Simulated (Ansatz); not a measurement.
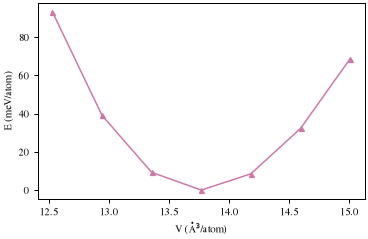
Figure: SiMo (CsCl type, Pm-3m) under volume change, the program Ansatz at the PBEsol level (PAW), scaled uniformly.

Question: What does a third-order Birch–Murnaghan fit give for V₀, B₀ and B′?

Answer: V₀ = 13.77 Å³/atom, B₀ = 228 GPa, B′ = 4.3.

The cell is a constructed one: a structure type filled with these elements; neither database checked (COD, Materials Project) lists it. Whether it is the stable phase at ambient conditions was not checked. The cell was relaxed with PBEsol under the symmetry of its start; whether a distortion lowers the energy is not shown. No spin polarisation was allowed.

Potentials: the earlier of the program's two PAW sets. The files were generated under PBE; for other functionals the program regenerates the frozen cores, and for LDA and PBEsol the local potential too.
